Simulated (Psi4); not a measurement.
**C2H2FSi (SMILES C#C[SiH]F): UPBE/def2-SVPD**

Aim: the vertical doublet–quartet gap of C2H2FSi at UPBE/def2-SVPD, from 2 runs. 

The calculation is run with Psi4 1.11.

2 further runs of the same task are left out: 2 set aside as unsound or not needed.

### 1 Starting point

C2H2FSi: 6 atoms, total charge 0, spin state doublet. SMILES: `C#C[SiH]F`. The coordinates come from a PBE0-D4/def2-TZVP relaxation.

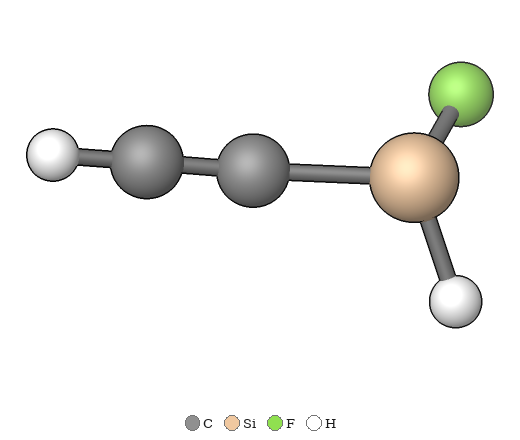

Viewed from a chosen angle; carbon grey, silicon light orange, fluorine green, hydrogen white.

### 2 Energy and gradient at UPBE/def2-SVPD

Contents of c2h2fsi.in:

```
memory 1600 mb

molecule {
  0 2
  C      0.22317666    -1.28501376    -3.03433324
  C      0.22752303    -0.40383447    -0.92615477
  Si     0.63929435     0.88193518     2.20871189
  F     -0.90328909    -0.77913408     4.20804213
  H      0.18953953    -2.05828969    -4.89495758
  H     -0.29687597     3.52320539     2.35138622
  units bohr
  symmetry c1
  no_reorient
  no_com
}

set globals {
  reference            uks
  puream               true
  e_convergence        1e-09
  d_convergence        1e-08
  scf_type             pk
  dft_radial_points    99
  dft_spherical_points 590
  maxiter              200
}

e, wfn = gradient('pbe/def2-SVPD', return_wfn=True)
oeprop(wfn, 'WIBERG_LOWDIN_INDICES', 'MAYER_INDICES', 'DIPOLE', title='PBE')
```

On the command line:

```console
$ psi4 -n 1 c2h2fsi.in c2h2fsi.out
```

c2h2fsi.out:

```text
[...]
  Running in c1 symmetry.
[...]
  Nuclear repulsion =  130.576000817599237
[...]
  Multiplicity = 2
[...]
  Nalpha       = 19
  Nbeta        = 18
[...]
    Number of basis functions: 103
[...]
   @UKS iter   1:  -465.74568149210484   -1.28794e-01   7.76352e-03 DIIS/ADIIS
[...]
   @UKS iter  15:  -466.12819717115684   -2.10321e-12   6.65125e-09 DIIS
[...]
   @S^2 Observed:                7.527158784E-01
[...]
    Orbital Energies [Eh]
    ---------------------
    Alpha Occupied:
       1A    -65.471214     2A    -24.277035     3A     -9.928087
       4A     -9.908632     5A     -5.115967     6A     -3.533023
       7A     -3.531559     8A     -3.528246     9A     -1.082370
      10A     -0.690252    11A     -0.538640    12A     -0.489547
      13A     -0.428060    14A     -0.406655    15A     -0.395144
      16A     -0.338215    17A     -0.289234    18A     -0.281344
      19A     -0.195509
    Alpha Virtual:
      20A     -0.069622    21A     -0.039529    22A      0.009226
      23A      0.020132    24A      0.026429    25A      0.035117
[...]
  @UKS Final Energy:  -466.12819717115684
   => Energetics <=
    Nuclear Repulsion Energy =            130.5760008175992368
    One-Electron Energy =                -902.5609574248132958
    Two-Electron Energy =                 348.3731818273058138
    DFT Exchange-Correlation Energy =     -42.5164223912486108
    Empirical Dispersion Energy =           0.0000000000000000
    VV10 Nonlocal Energy =                  0.0000000000000000
    Total Energy =                       -466.1281971711568417
[...]
  -Total Gradient:
     Atom            X                  Y                   Z
    ------   -----------------  -----------------  -----------------
       1       -0.000275225246     0.013277125170     0.031890786482
       2        0.000360323040    -0.015230366258    -0.036159472998
       3       -0.022225108182    -0.017516524441     0.020781284570
       4        0.019848090218     0.021062877050    -0.026299958283
       5        0.000281100913     0.004431949950     0.010566935553
       6        0.002070199428    -0.006023099604    -0.000790816305
[...]
 Multipole Moments:
 ------------------------------------------------------------------------------------
     Multipole            Electronic (a.u.)      Nuclear  (a.u.)        Total (a.u.)
 ------------------------------------------------------------------------------------
 L = 1.  Multiply by 2.5417464519 to convert [e a0] to [Debye]
 Dipole X            :         -3.2084623            3.4173808            0.2089185
 Dipole Y            :          3.4756968           -3.3332879            0.1424089
 Dipole Z            :        -43.0842069           42.4878462           -0.5963606
 Magnitude           :                                                    0.6477448
[...]
```

Run time: 44 s. Hardware: 1 thread of AMD EPYC 7R43 (Zen 3), shared host; peak memory 0.65 GiB.

### 3 The quartet: the energy at UPBE/def2-SVPD

Contents of c2h2fsi.py:

```python
import psi4

psi4.set_memory('1600 MB')
psi4.set_num_threads(1)
psi4.set_output_file('run.log', False)

mol = psi4.geometry("""
0 4
C      0.118100    -0.680000    -1.605700
C      0.120400    -0.213700    -0.490100
Si     0.338300     0.466700     1.168800
F     -0.478000    -0.412300     2.226800
H      0.100300    -1.089200    -2.590300
H     -0.157100     1.864400     1.244300
symmetry c1
no_reorient
no_com
""")

psi4.set_options({
    'basis': 'def2-SVPD',
    'reference': 'uks',
    'puream': True,
    'e_convergence': 1e-09,
    'd_convergence': 1e-08,
    'scf_type': 'pk',
    'dft_radial_points': 99,
    'dft_spherical_points': 590,
    'maxiter': 200,
})

result, w = psi4.energy("pbe", return_wfn=True)
psi4.oeprop(w, "MAYER_INDICES", "MULLIKEN_CHARGES", "LOWDIN_CHARGES")
print(f'pbe energy: {result:.10f} Eh')
for k, v in sorted(psi4.core.scalar_variables().items()):
    print(f'{k:45s} {v:18.10f}')
```

On the command line:

```console
$ python c2h2fsi.py
```

run.log (excerpt; [...] marks lines left out):

```text
[...]
  Running in c1 symmetry.
[...]
  Nuclear repulsion =  130.576000701221858
[...]
  Multiplicity = 4
[...]
  Nalpha       = 20
  Nbeta        = 17
[...]
    Number of basis functions: 103
[...]
   @UKS iter   1:  -465.13973709232545    4.77150e-01   1.00757e-02 ADIIS/DIIS
[...]
   @UKS iter  19:  -465.94407675168969    2.27374e-13   7.47316e-09 DIIS
[...]
   @S^2 Observed:                3.756787519E+00
[...]
  @UKS Final Energy:  -465.94407675168969
   => Energetics <=
    Nuclear Repulsion Energy =            130.5760007012218580
    One-Electron Energy =                -902.2200032935877516
    Two-Electron Energy =                 348.2458563086449885
    DFT Exchange-Correlation Energy =     -42.5459304679687520
    Empirical Dispersion Energy =           0.0000000000000000
    VV10 Nonlocal Energy =                  0.0000000000000000
    Total Energy =                       -465.9440767516896926
[...]
 Multipole Moments:
 ------------------------------------------------------------------------------------
     Multipole            Electronic (a.u.)      Nuclear  (a.u.)        Total (a.u.)
 ------------------------------------------------------------------------------------
 L = 1.  Multiply by 2.5417464519 to convert [e a0] to [Debye]
 Dipole X            :         -3.2395446            3.4173807            0.1778361
 Dipole Y            :          3.3454796           -3.3332879            0.0121916
 Dipole Z            :        -43.4000045           42.4878463           -0.9121581
 Magnitude           :                                                    0.9294121
[...]
  Mulliken Charges: (a.u.)
   Center  Symbol    Alpha    Beta     Spin     Total
       1     C     3.91927  2.77375  1.14552 -0.69301
       2     C     2.90915  2.10312  0.80603  0.98772
       3    SI     7.38430  6.35429  1.03002  0.26141
       4     F     4.76818  4.75300  0.01518 -0.52118
       5     H     0.54199  0.58726 -0.04527 -0.12925
       6     H     0.47710  0.42858  0.04852  0.09431
   Total alpha = 20.00000, Total beta = 17.00000, Total charge =  0.00000
  Lowdin Charges: (a.u.)
   Center  Symbol    Alpha    Beta     Spin     Total
[...]
```

Standard output:

```text
pbe energy: -465.9440767517 Eh
CURRENT ENERGY                                   -465.9440767517
CURRENT REFERENCE ENERGY                         -465.9440767517
DD SOLVATION ENERGY                                 0.0000000000
DFT FUNCTIONAL TOTAL ENERGY                      -465.9440767517
DFT TOTAL ENERGY                                 -465.9440767517
DFT VV10 ENERGY                                     0.0000000000
DFT XC ENERGY                                     -42.5459304680
GRID ELECTRONS ALPHA                               20.0000008617
GRID ELECTRONS BETA                                17.0000008280
GRID ELECTRONS TOTAL                               37.0000016897
NUCLEAR REPULSION ENERGY                          130.5760007012
ONE-ELECTRON ENERGY                              -902.2200032936
PCM POLARIZATION ENERGY                             0.0000000000
PE ENERGY                                           0.0000000000
SCF ITERATION ENERGY                             -465.9440767517
SCF ITERATIONS                                     19.0000000000
SCF TOTAL ENERGY                                 -465.9440767517
TWO-ELECTRON ENERGY                               348.2458563086
XC GRID RADIAL POINTS                              99.0000000000
XC GRID SPHERICAL POINTS                          590.0000000000
XC GRID TOTAL POINTS                           338033.0000000000
```

It took 44 s on 1 thread of AMD EPYC 7R43 (Zen 3), shared host; peak memory 0.65 GiB.

### 4 Results

Level: UPBE/def2-SVPD.

| quantity | value |
| --- | --- |
| doublet: total energy | -466.12820 Eh |
| doublet: dipole moment | 1.65 D |
| doublet: HOMO energy (highest over α and β) | -5.32 eV |
| doublet: LUMO energy (lowest over α and β) | -3.68 eV |
| doublet: ⟨S²⟩ | 0.753 |
| doublet: largest force on an atom | 2.018 eV/Å |
| quartet: total energy | -465.94408 Eh |
| quartet: dipole moment | 2.36 D |
| quartet: HOMO energy (highest over α and β) | -3.01 eV |
| quartet: ⟨S²⟩ | 3.757 |
| vertical energy of the quartet above the doublet | 5.010 eV |

What this shows: At this shape the quartet lies 5.01 eV (483 kJ/mol) above the doublet. The largest force (doublet) is 2.02 eV/Å: the shape isn't a stationary point for this species at this level. Mulliken charges (quartet) run from -0.69 on C1 to +0.99 on C2; in a basis this large or diffuse they mean little.
